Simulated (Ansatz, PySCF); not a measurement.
Torsion H4–C1–Ge2–F3 in CH3FGe (SMILES [CH3][Ge][F]); at each angle all else is relaxed with GFN2-xTB, and the levels are single points there.
Geometry at 60° (charge 0, multiplicity 1):
```tsv
atom	x (Å)	y (Å)	z (Å)
C	-0.5868	-0.0123	-0.0021
Ge	1.2664	-0.8498	-0.1033
F	0.8471	-2.2003	1.0465
H	-0.8064	0.2729	1.0274
H	-1.3385	-0.7408	-0.3075
H	-0.6850	0.8707	-0.6327
```
Energies count from the point at 60°.

Cores are frozen in the correlated methods. Filled d and f shells under p-block atoms count as core. CBS(a, b) extrapolates the correlation energy as X⁻³ and adds the Hartree–Fock energy of set b. Rows in 3-21G, 6-31G* carry no dispersion term and start afresh at each structure (6-31G* with six Cartesian d functions); the Pople sets are all-electron and without relativity. MP2/6-31G* freezes PySCF's default core, which leaves 3d correlated.

Programs: Ansatz (a quantum-chemistry and plane-wave program); PySCF for 3-21G rows, 6-31G* rows. 

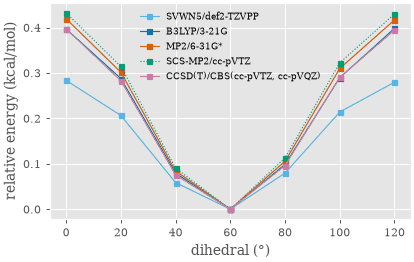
*Relative energy along the coordinate*

Read off the SVWN5/def2-TZVPP curve at dihedral = 20.

about 0.21 kcal/mol
